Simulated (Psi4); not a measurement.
# AlHSCl (SMILES [SH][Al][Cl]) at UHF/cc-pVTZ (sweep point 2)

Aim: the vertical ionisation energy of AlHSCl at UHF/cc-pVTZ (sweep point 2), from 2 runs. The job is set up through a Python script.

The calculation is run with Psi4 1.11.

### Step 1. The system as given

The species is AlHSCl (4 atoms), meant as a doublet with charge 0. As SMILES, `[SH][Al][Cl]`. The shape is that of a PBE0-D4/def2-TZVP optimisation.

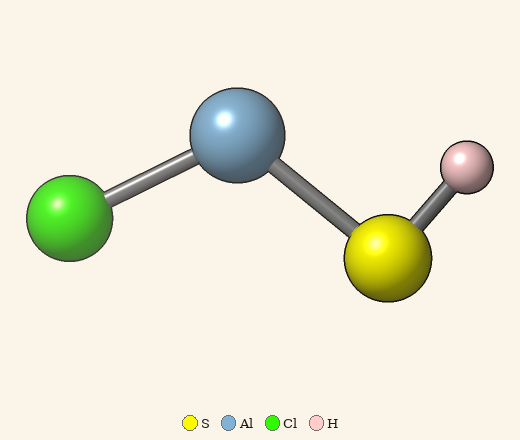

The structure, seen from a chosen angle (sulfur yellow, aluminium light blue, chlorine green, hydrogen pink).

### Step 2. A single-point energy at UHF/cc-pVTZ (sweep point 2)

File alclhs.py:

```python
import psi4

psi4.set_memory('1600 MB')
psi4.set_num_threads(1)
psi4.set_output_file('run.log', False)

geom = psi4.geometry("""
0 2
S      0.439800     0.984900    -0.744700
Al    -0.394100    -0.525900     0.609100
Cl     0.226200    -2.507400     0.251000
H     -0.216400     1.988100    -0.135600
symmetry c1
""")

psi4.set_options(dict(basis='cc-pVTZ', reference='uhf', puream=True, scf_type='pk', maxiter=150))

E, wfn = psi4.energy("scf", return_wfn=True)
print(f'scf energy: {E:.10f} Eh')
for k, v in sorted(psi4.core.scalar_variables().items()):
    print(f'{k:45s} {v:18.10f}')
```

Command:

```bash
$ python alclhs.py
```

run.log:

```text
[...]
  Running in c1 symmetry.
[...]
  Nuclear repulsion =  156.154884339548801
[...]
  Multiplicity = 2
[...]
  Nalpha       = 24
  Nbeta        = 23
[...]
    Number of basis functions: 116
[...]
   @UHF iter   1: -1099.62008515932007   -5.15421e-01   2.48737e-03 DIIS/ADIIS
[...]
   @UHF iter   9: -1099.67677447664551   -7.86320e-08   6.46987e-07 DIIS
[...]
   @S^2 Observed:                7.552306355E-01
[...]
    Orbital Energies [Eh]
    ---------------------
    Alpha Occupied:
       1A   -104.821832     2A    -91.956688     3A    -58.543469
       4A    -10.548659     5A     -8.960586     6A     -8.016233
       7A     -8.013898     8A     -8.013786     9A     -6.642972
      10A     -6.641232    11A     -6.639556    12A     -4.955246
      13A     -3.269703    14A     -3.265826    15A     -3.264819
      16A     -1.082624    17A     -0.966906    18A     -0.585873
      19A     -0.541718    20A     -0.479146    21A     -0.472523
      22A     -0.468271    23A     -0.393360    24A     -0.330336
    Alpha Virtual:
      25A      0.034008    26A      0.105995    27A      0.117984
[...]
  @UHF Final Energy: -1099.67677447664551
   => Energetics <=
    Nuclear Repulsion Energy =            156.1548843395488007
    One-Electron Energy =               -1834.3814460433254681
    Two-Electron Energy =                 578.5497872271312190
    Total Energy =                      -1099.6767744766455053
  UHF NO Occupations:
  HONO-2 :   22  A 1.9996392
  HONO-1 :   23  A 1.9982041
[...]
 Multipole Moments:
 ------------------------------------------------------------------------------------
     Multipole            Electronic (a.u.)      Nuclear  (a.u.)        Total (a.u.)
 ------------------------------------------------------------------------------------
 L = 1.  Multiply by 2.5417464519 to convert [e a0] to [Debye]
 Dipole X            :         -0.5930579            0.0701244           -0.5229336
 Dipole Y            :         -3.4660050            4.0397278            0.5737228
 Dipole Z            :          1.4611144           -0.9297211            0.5313934
 Magnitude           :                                                    0.9407424
[...]
```

On the terminal:

```text
scf energy: -1099.6767744766 Eh
CURRENT ENERGY                                  -1099.6767744766
CURRENT REFERENCE ENERGY                        -1099.6767744766
DD SOLVATION ENERGY                                 0.0000000000
HF KINETIC ENERGY                                1099.6953994569
HF POTENTIAL ENERGY                             -2199.3721739336
HF TOTAL ENERGY                                 -1099.6767744766
HF VIRIAL RATIO                                     1.9999830635
NUCLEAR REPULSION ENERGY                          156.1548843395
ONE-ELECTRON ENERGY                             -1834.3814460433
PCM POLARIZATION ENERGY                             0.0000000000
PE ENERGY                                           0.0000000000
SCF ITERATION ENERGY                            -1099.6767744766
SCF ITERATIONS                                      9.0000000000
SCF TOTAL ENERGY                                -1099.6767744766
TWO-ELECTRON ENERGY                               578.5497872271
```

Run time: 16 s. Hardware: 1 thread of Intel Xeon Platinum 8488C (Sapphire Rapids), shared host; peak memory 0.73 GiB.

### Step 3. The singlet cation, same level

File alclhs.py:

```python
import psi4

psi4.set_memory('1600 MB')
psi4.set_num_threads(1)
psi4.core.set_output_file('psi4.out', False)

mol = psi4.geometry("""
1 1
S      0.439800     0.984900    -0.744700
Al    -0.394100    -0.525900     0.609100
Cl     0.226200    -2.507400     0.251000
H     -0.216400     1.988100    -0.135600
symmetry c1
""")

psi4.set_options({
    'basis': 'cc-pVTZ',
    'reference': 'rhf',
    'puream': True,
    'scf_type': 'pk',
})

E, wfn = psi4.energy('hf', return_wfn=True)
print('E =', round(E, 9))
```

Command:

```bash
$ python alclhs.py
```

psi4.out:

```text
[...]
  Running in c1 symmetry.
[...]
  Nuclear repulsion =  156.154884339548801
[...]
  Multiplicity = 1
[...]
  Nalpha       = 23
  Nbeta        = 23
[...]
    Number of basis functions: 116
[...]
   @RHF iter   1: -1099.28669996761460   -1.82036e-01   2.75823e-03 ADIIS/DIIS
[...]
   @RHF iter   9: -1099.37212179832954   -6.81584e-08   3.04875e-07 DIIS
[...]
    Orbital Energies [Eh]
    ---------------------
    Doubly Occupied:
       1A   -105.037956     2A    -92.187574     3A    -58.831997
       4A    -10.761585     5A     -9.188080     6A     -8.227773
       7A     -8.226567     8A     -8.226558     9A     -6.868318
      10A     -6.867993    11A     -6.866647    12A     -5.235658
      13A     -3.549412    14A     -3.548933    15A     -3.547245
      16A     -1.279816    17A     -1.172086    18A     -0.783506
      19A     -0.735821    20A     -0.669499    21A     -0.666902
      22A     -0.658383    23A     -0.599653
[...]
  @RHF Final Energy: -1099.37212179832954
   => Energetics <=
    Nuclear Repulsion Energy =            156.1548843395488007
    One-Electron Energy =               -1823.5780475695087262
    Two-Electron Energy =                 568.0510414316303240
    Total Energy =                      -1099.3721217983297720
[...]
 Multipole Moments:
 ------------------------------------------------------------------------------------
     Multipole            Electronic (a.u.)      Nuclear  (a.u.)        Total (a.u.)
 ------------------------------------------------------------------------------------
 L = 1.  Multiply by 2.5417464519 to convert [e a0] to [Debye]
 Dipole X            :         -1.5322527            0.0701244           -1.4621283
 Dipole Y            :         -2.6902465            4.0397278            1.3494813
 Dipole Z            :          2.4684717           -0.9297211            1.5387506
 Magnitude           :                                                    2.5152878
[...]
```

On the terminal:

```text
E = -1099.372121798
```

Run time: 15 s. Hardware: 1 thread of Intel Xeon Platinum 8488C (Sapphire Rapids), shared host; peak memory 0.74 GiB.

### Step 4. Results

Level: UHF/cc-pVTZ (sweep point 2).

| quantity | value |
| --- | --- |
| doublet AlHSCl: total energy | -1099.67677 Eh |
| doublet AlHSCl: dipole moment | 2.39 D |
| doublet AlHSCl: HOMO energy (highest over α and β) | -8.99 eV |
| doublet AlHSCl: LUMO energy (lowest over α and β) | 0.27 eV |
| doublet AlHSCl: ⟨S²⟩ | 0.755 |
| singlet cation: total energy | -1099.37212 Eh |
| singlet cation: HOMO energy | -16.32 eV |
| singlet cation: LUMO energy | -7.51 eV |
| singlet cation: HOMO–LUMO gap | 8.81 eV |
| vertical ionisation energy (to the singlet cation) | 8.290 eV |

In words: The vertical ionisation energy comes to 8.29 eV (800 kJ/mol). Only the singlet of the ionised species was computed; a triplet could lie lower.
